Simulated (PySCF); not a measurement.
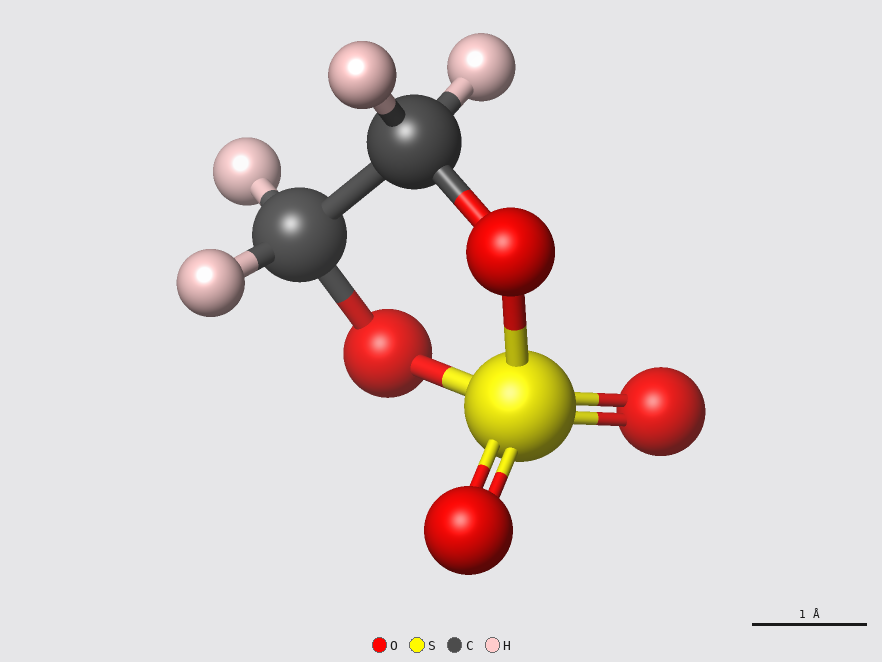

Ball-and-stick drawing of a structure.

Description:

Formula C2H4O4S. Its SMILES string is `O=S1(=O)OCCO1`. Independent rings (smallest set): 1 of 5 members. Coordination, clear cases only: 2 O bent; 2 C tetrahedral.

The parts below concern this one geometry. Atoms keep their numbers from picture to picture. The geometry was computed by an optimisation with PBE0-D3(BJ)/def2-SVP. No frequency run is at hand to confirm it as a minimum.

## NMR shielding

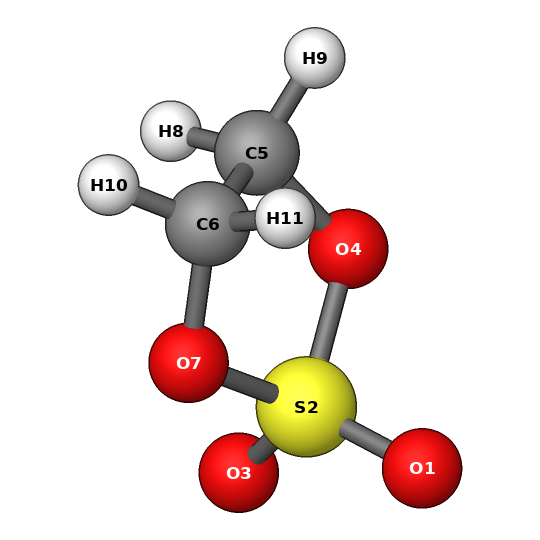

No frequency run is at hand to confirm it as a minimum. Level of theory: GIAO PBE0/pcSseg-1 NMR shielding, non-relativistic, IEF-PCM acetone (PySCF 2.14.0). Principal shieldings σ11 ≤ σ22 ≤ σ33, span Ω = σ33 − σ11, skew κ = 3(σiso − σ22)/Ω.

Give the shielding tensors of the C atoms.

```tsv
atom	σ11	σ22	σ33	σiso	Ω	κ
C5	82.8	100.1	159.9	114.3	77.1	0.55
C6	83.8	101.6	160.3	115.2	76.5	0.53
```

Shieldings and span in ppm.

## Ring current

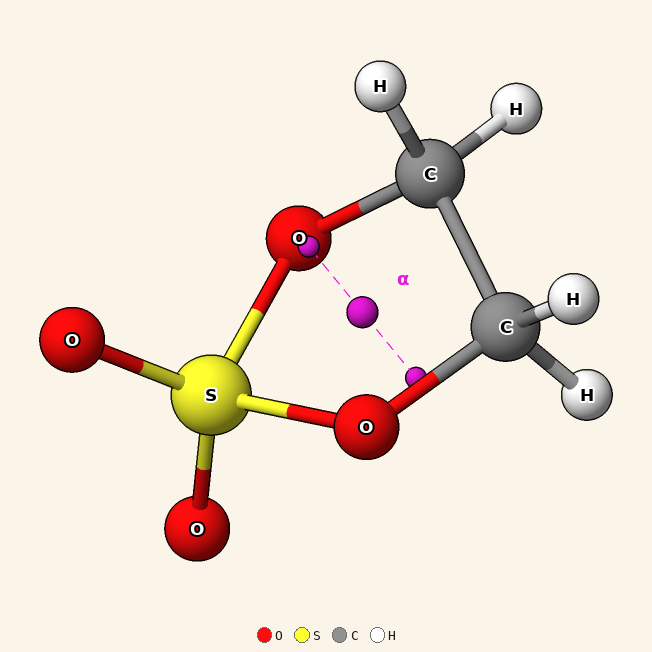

The small points mark where nucleus-independent chemical shifts (NICS) were computed: at the centre of each lettered ring and 1 Å above and below it. No frequency run is at hand to confirm it as a minimum. Properties computed with GIAO PBE0/pcSseg-1 NMR shielding, non-relativistic, IEF-PCM dichloromethane (PySCF 2.14.0).

Give NICS(0), NICS(1) and the out-of-plane component NICS(1)zz for each ring (means of the two sides).

```tsv
ring	members	NICS(0)	NICS(1)	NICS(1)zz
α	C2O2S	−9.0	−3.1	−4.2
```

Values in ppm.

**What do the values say about the ring currents?**

Ring α: weak, as in a non-aromatic ring. NICS is one index among several.

## Dipole moment

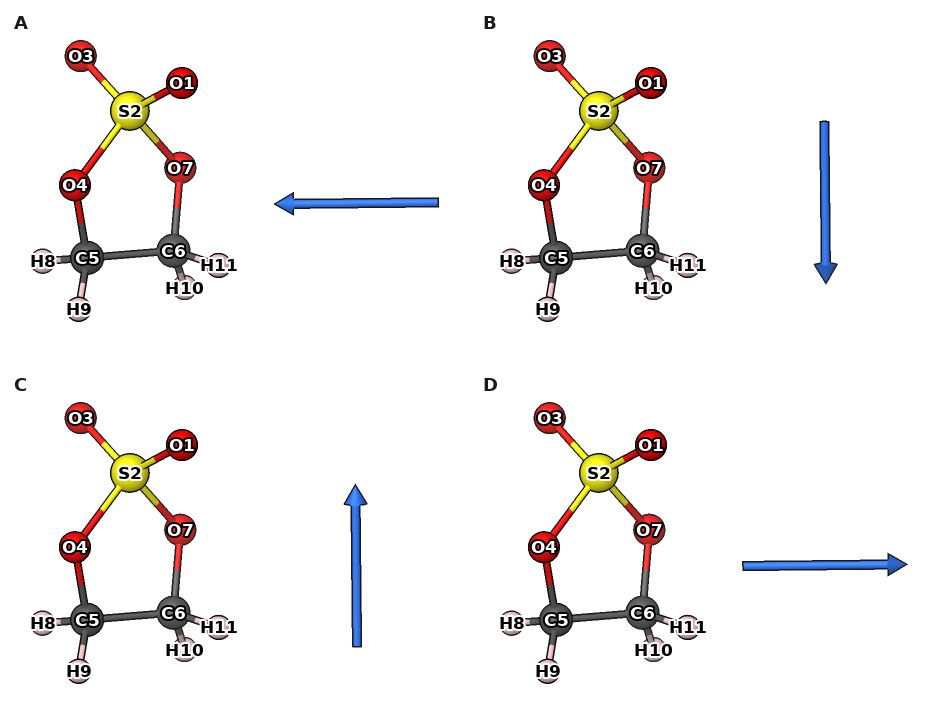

The same molecule four times, each with an arrow. No frequency run is at hand to confirm it as a minimum. Properties computed with PBE0/pcSseg-1 in dichloromethane (IEF-PCM) (PySCF 2.14.0).

**Which arrow points along the dipole moment, from the negative to the positive end?**

B. The dipole moment is 6.82 D; it points from the side of O1, O3 to the side of H9, H10 (the outermost atoms at the two ends).
